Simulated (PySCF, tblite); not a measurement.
# C₅H₉BClN: geometry, infrared bands and NMR shifts

Wanted: the infrared bands and NMR shifts of C₅H₉BClN (`Cl[BH2-][N+]#CCC1CC1`), by calculation.

Computed with tblite 0.8.0 and PySCF 2.14.0, with density-fitted response routines of our own, on a single molecule in the gas phase. Atoms are numbered from 0 throughout.

**1. The molecule as given**

17 atoms, charge 0, multiplicity 1; geometry from: force field or distance geometry start.

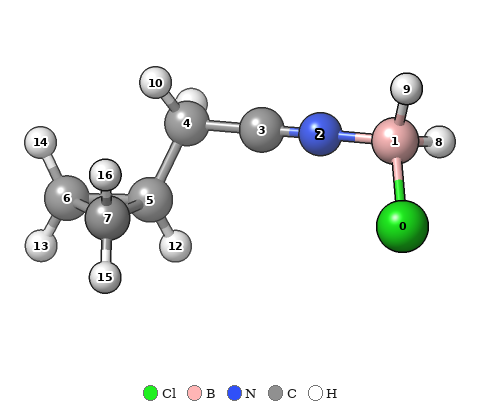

As it starts; chlorine green, boron pink, nitrogen blue, carbon grey, hydrogen white, atoms numbered.

**2. Geometry optimisation with GFN2-xTB**

What the job is given:

```
{"job": {"kind": "relax", "xc": "GFN2-xTB", "basis": "xTB"}, "charge": 0, "multiplicity": 1}
Cl     3.746100    -0.892600    -1.274500
B      3.465500     0.573100    -0.172000
N      2.040500     0.659100     0.196800
C      0.909000     0.741500     0.460600
C     -0.511400     0.819600     0.823900
C     -1.340900     0.015900    -0.193700
C     -2.693800    -0.439300     0.311900
C     -1.556000    -1.441600     0.164700
H      3.811200     1.560000    -0.723700
H      4.112500     0.434500     0.833800
H     -0.649700     0.457500     1.857000
H     -0.828100     1.881600     0.773300
H     -1.300200     0.259800    -1.265100
H     -3.472100    -0.524700    -0.471500
H     -2.939200    -0.187600     1.374100
H     -1.674100    -2.116000    -0.705500
H     -1.126400    -1.788700     1.126000
```

On the command line:

```console
OMP_NUM_THREADS=1 python probes_run.py task.json out
```

The driver reads the jobs from task.json and runs them one after another.

**Question.** This job is followed by: GFN2-xTB harmonic vibrations, gas phase; GIAO PBE0/pcSseg-1 NMR shielding, non-relativistic, gas phase. Predict these results of the whole session: strongest single infrared mode (GFN2-xTB); zero-point energy (GFN2-xTB); 13C shifts against TMS (PBE0/pcSseg-1, means over atoms taken as alike); 1H shifts against TMS (PBE0/pcSseg-1, means over atoms taken as alike); 35Cl shifts against HCl (PBE0/pcSseg-1); 11B shifts against BF3·OEt2 (PBE0/pcSseg-1); 15N shifts against NH3 (PBE0/pcSseg-1).

As calculated:

| quantity | value |
| --- | --- |
| strongest single infrared mode (GFN2-xTB) | 2502 cm⁻¹, 105 km/mol |
| zero-point energy (GFN2-xTB) | 82.1 kcal/mol |
| 13C shifts against TMS (PBE0/pcSseg-1, means over atoms taken as alike) | 126.8, 23.9, 10.4, 7.9 ppm |
| 1H shifts against TMS (PBE0/pcSseg-1, means over atoms taken as alike) | 3.06, 2.41, 1.22, 0.95, 0.35 ppm |
| 35Cl shifts against HCl (PBE0/pcSseg-1) | -14 ppm |
| 11B shifts against BF3·OEt2 (PBE0/pcSseg-1) | -23.7 ppm |
| 15N shifts against NH3 (PBE0/pcSseg-1) | 231.3 ppm |

What this shows: Relaxing lowered the energy by 0.395 eV in 82 steps; the close pair that moved most is C6–H14, from 1.119 to 1.080 Å. The lowest mode is slightly imaginary (8i cm⁻¹), a soft motion within the noise of the Hessian, so the minimum is not strictly shown. The strongest single mode, at 2502 cm⁻¹, moves mainly H8. GFN2-xTB is a fitted tight-binding method: band positions and strengths are rough. Its intensities can rank the bands wrongly. At PBE0/pcSseg-1: The widest tensor belongs to N2: span 443 ppm, with a paramagnetic part of -297 ppm.
